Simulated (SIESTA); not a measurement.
Band structure of Cu2Te (P6/mmm, 6 atoms in the cell).

```xyz
6
Lattice="4.3724 0.0000 0.0000 -2.1862 3.7866 0.0000 0.0000 0.0000 8.6590" Properties=species:S:1:pos:R:3 pbc="T T T"
Cu     2.1862     1.2622     1.3157
Cu     0.0000     2.5244     7.3433
Cu     0.0000     2.5244     1.3157
Cu     2.1862     1.2622     7.3433
Te     0.0000     0.0000     2.3049
Te     0.0000     0.0000     6.3541
```

Method of the run: GGA PBEsol, numerical atomic orbitals DZP, PseudoDojo PBEsol standard norm-conserving potentials (rewritten from UPF to PSML) in SIESTA.

Settings: XC.functional = GGA; XC.authors = PBEsol; potentials = PseudoDojo PBEsol standard; PAO.BasisSize = DZP; PAO.EnergyShift = 0.005 Ry; MeshCutoff = 400 Ry; kgrid.MonkhorstPack = 7 7 3; OccupationFunction = MP; OccupationMPOrder = 0; ElectronicTemperature = 0.136 eV; MaxSCFIterations = 150; SCF.Mixer.Method = Pulay; SCF.Mixer.Weight = 0.2; SCF.Mixer.History = 8.

The starting cell comes from a database of computed structures (which also holds hypothetical and non-ambient phases and stackings), without a prior relaxation at this level. Its lattice was rescaled by a random factor within 2.5 % of one. Spin-orbit coupling is off. Spin polarisation is off. Values carry the incompleteness of an atom-centred basis. The run gives no clean gap (levels at the Fermi energy touch, overlap or are partly filled at this smearing), which alone does not show that the compound is a metal.

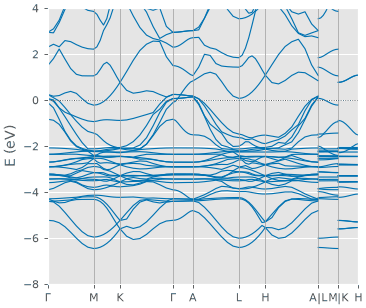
Figure. Bands along the path, energies from the Fermi level.

Levels in eV from the Fermi level, bands 51 to 56:
| point | 51 | 52 | 53 | 54 | 55 | 56 |
|---|---|---|---|---|---|---|
| Γ | -0.11 | 0.06 | 0.06 | 0.24 | 0.24 | 1.49 |
| M | -2.21 | -2.12 | -1.44 | -0.94 | -0.22 | 1.05 |
| K | -2.10 | -2.10 | -2.06 | -0.89 | 0.77 | 0.77 |
| A | 0.13 | 0.13 | 0.17 | 0.17 | 0.83 | 1.06 |
| L | -2.13 | -2.01 | -1.64 | -1.48 | 0.07 | 1.43 |
| H | -2.11 | -2.06 | -1.90 | -1.53 | 1.08 | 1.08 |

Bands cross the Fermi level along this path, so the cell is metallic at this level.

Higher empty bands are left out: an atom-centred basis made for the valence describes them poorly.
